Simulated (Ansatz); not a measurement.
## Phonon calculation, with input and output: C$_{2}$H$_{5}$NSi

C$_{2}$H$_{5}$NSi, computed with RKS PBE-D4/def2-SVP (Ansatz 0.2.0).

It belongs to a series of runs on one base structure; here: vibrations at the highest image of the band.

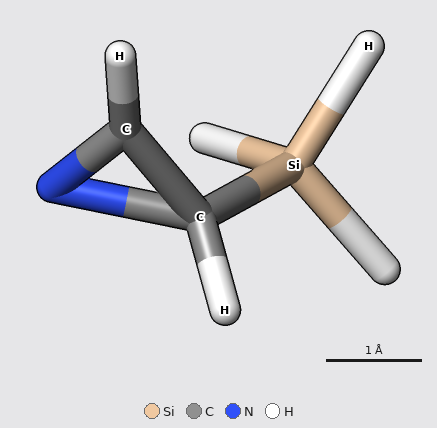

Fig. 1: The structure as given in the input (stick view, seen at a tilt). Bond lengths as drawn: C–C 1.46 Å, C–H 1.10 to 1.11 Å, C–N 1.26 to 1.58 Å, C–Si 1.90 Å and H–Si 1.50 to 1.51 Å.

## Key numbers

| quantity | value |
| --- | --- |
| outcome | converged |
| total energy | −11506.7174 eV |
| mean-field energy | −11506.5507 eV |
| largest force (length of the vector) | 0.035 eV/Å |
| hardware | 1 thread of Arm Neoverse V1, 24 GiB of memory available, shared host |
| wall time | 85 s |
| peak memory | 0.11 GiB |

## Input file
```yaml
crystal:
  periodic: [false, false, false]
  atoms:
    - { symbol: Si, position_ang: [-0.408708, 1.199345, 0.2747] }
    - { symbol: C, position_ang: [0.4619, -0.305716, -0.484965] }
    - { symbol: C, position_ang: [0.354471, -1.660651, 0.059067] }
    - { symbol: "N", position_ang: [-0.425275, -1.541448, -0.925903] }
    - { symbol: H, position_ang: [-1.878172, 1.152523, -0.044616] }
    - { symbol: H, position_ang: [-0.25578, 1.217741, 1.774698] }
    - { symbol: H, position_ang: [0.19345, 2.458532, -0.286082] }
    - { symbol: H, position_ang: [1.310918, -0.098282, -1.167505] }
    - { symbol: H, position_ang: [0.647195, -2.422047, 0.800596] }
basis:
  gaussian: { orbitals: def2-SVP }
hamiltonian:
  xc: pbe
  dispersion: d4
phonons: {}
```

Run as:
```bash
ansatz run input.yaml --threads 1 --pin off --max-ram 2048MiB --backend cpu --events-out ev --progress --plain --runs-dir out
```

## What the program printed
```
Engine: ansatz 0.2.0, aarch64-unknown-linux-gnu
Functional definition: PBE
  parameter kappa = 0.804
  parameter beta = 0.06672455060314922
  exchange = pbe_x(kappa = kappa, mu = beta*pi^2/3)
  correlation = pbe_c(beta = beta)
974 factors; their error is unknown
mean field evaluation 1: about -11501.8299 eV, gradient 4.2e1 eV
mean field evaluation 2: about -11494.7291 eV, gradient 6.8e1 eV
mean field evaluation 4: about -11506.4868 eV, gradient 8.0e0 eV
mean field evaluation 8: about -11506.5504 eV, gradient 3.4e-1 eV
mean field evaluation 16: about -11506.5507 eV, gradient 4.7e-5 eV
mean field -11506.55071619 eV, -422.8579393999 hartree, gradient 4.7e-5 eV, S^2 0.000000; 0 other end points of the search recorded, 0 dependent functions left out
the calculation of the forces begins
reference -11506.55074897 eV, -422.8579406046 hartree; 19, 19 occupied and 66, 66 virtual orbitals, 974 factors
these checks for a lower state are left out or cut short: stability, starts, cluster_reference, orbital_swaps, neighbouring_geometries, increment
974 factors; their error is unknown
mean field -11506.55061892 eV, -422.8579358253 hartree, gradient 1.0e-6 eV, S^2 0.000000; 0 other end points of the search recorded, 0 dependent functions left out
[... from here on the field's lines of each further geometry are left out, up to the last ...]
the calculation of the forces begins
reference -11506.55070838 eV, -422.8579391129 hartree; 19, 19 occupied and 66, 66 virtual orbitals, 974 factors
these checks for a lower state are left out or cut short: stability, starts, cluster_reference, orbital_swaps, neighbouring_geometries, increment
974 factors; their error is unknown
mean field -11506.55065454 eV, -422.8579371343 hartree, gradient 1.0e-6 eV, S^2 0.000000; 0 other end points of the search recorded, 0 dependent functions left out
the calculation of the forces begins
reference -11506.55068732 eV, -422.8579383389 hartree; 19, 19 occupied and 66, 66 virtual orbitals, 974 factors
WARN: phonons: modes at or below zero, which the zero-point energy, F, S and C_V leave out: 1, the lowest at -91.38 cm⁻¹. A minimum has none, and a first-order saddle one
Total energy: -11506.71736883 eV, -422.8640637713 hartree
Atom 0 at    -0.408708     1.199345     0.274700 Å, force     0.000506    -0.014481    -0.002134 eV/Å
Atom 1 at     0.461900    -0.305716    -0.484965 Å, force    -0.007617     0.027400    -0.003497 eV/Å
Atom 2 at     0.354471    -1.660651     0.059067 Å, force    -0.015175    -0.031374     0.002032 eV/Å
Atom 3 at    -0.425275    -1.541448    -0.925903 Å, force     0.009117     0.015152     0.003170 eV/Å
Atom 4 at    -1.878172     1.152523    -0.044616 Å, force    -0.002689    -0.002173     0.000208 eV/Å
Atom 5 at    -0.255780     1.217741     1.774698 Å, force     0.000246     0.000998    -0.000498 eV/Å
Atom 6 at     0.193450     2.458532    -0.286082 Å, force     0.002445     0.008616     0.001270 eV/Å
Atom 7 at     1.310918    -0.098282    -1.167505 Å, force     0.004664    -0.011427    -0.003831 eV/Å
Atom 8 at     0.647195    -2.422047     0.800596 Å, force     0.008503     0.007290     0.003282 eV/Å
Dipole moment:     0.304479    -0.090796     0.261526 e Å
Vibrations: -91.38 241.36 259.61 557.61 610.56 682.49 701.73 796.75 883.76 903.75 915.61 958.57 997.21 1226.09 1252.43 1720.46 2150.19 2167.70 2177.08 3020.10 3133.71 cm⁻¹, zero-point energy 1.571921 eV
```

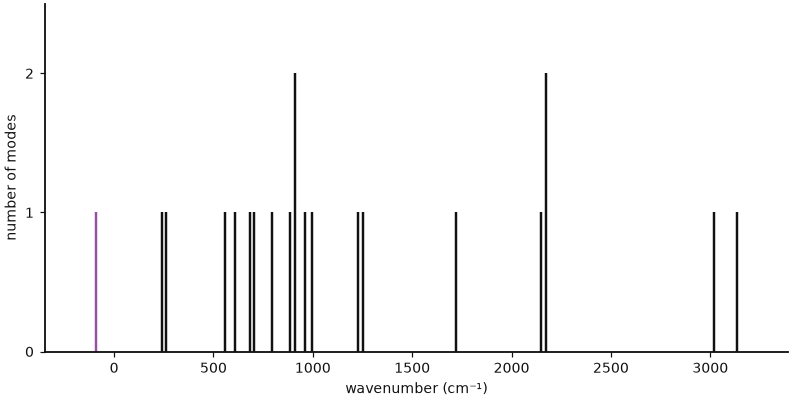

Fig. 2: Harmonic vibrational wavenumbers from the force constants; neighbouring modes closer than 15 cm⁻¹ are counted in one stick, and imaginary ones are drawn at negative wavenumbers. 21 modes from 91i to 3134 cm⁻¹, 1 imaginary beyond 8i (91i cm⁻¹): not a clean minimum; so soft a mode can be a shallow saddle, an incomplete relaxation or noise of the force constants.
